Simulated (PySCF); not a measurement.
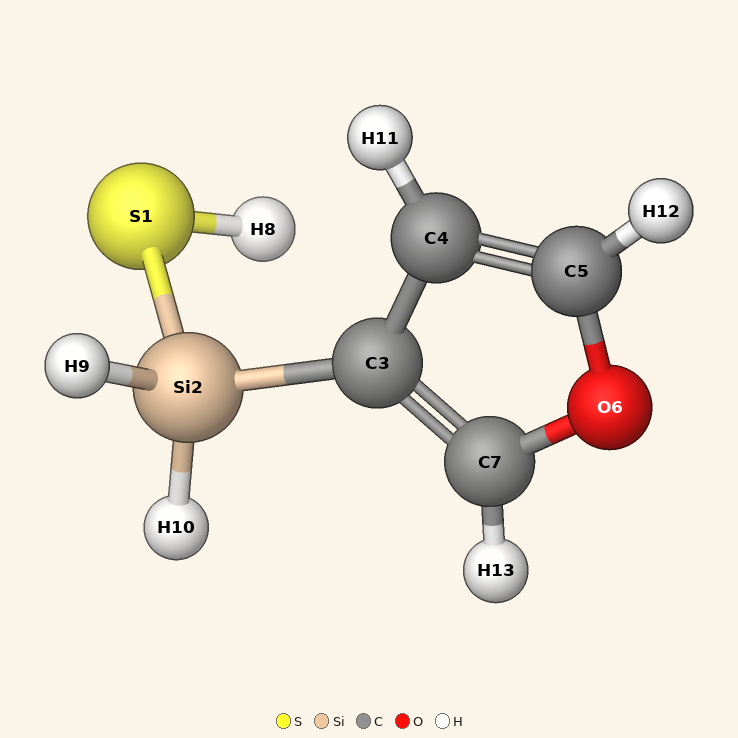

Computed geometry: GFN2-xTB optimisation. No frequency run is at hand to confirm it as a minimum. Electric field gradients from the ground-state density, PBE0/pcSseg-1 (PySCF 2.14.0), non-relativistic apart from any core potentials.

Give the largest field-gradient component, the quadrupole coupling constant and the asymmetry for 33S at S1 (Q = −67.81 mb), 17O at O6 (Q = −25.6 mb).

```
atom  V_zz (a.u.)  e²qQ/h (MHz)     η
  S1       −2.104          33.5  0.78
  O6        1.407         −8.46  0.07
```

The geometry is semi-empirical. Around Si such bond lengths and angles can be off by a tenth of an ångström or more and by several degrees, and values that hang on the shape move with them.
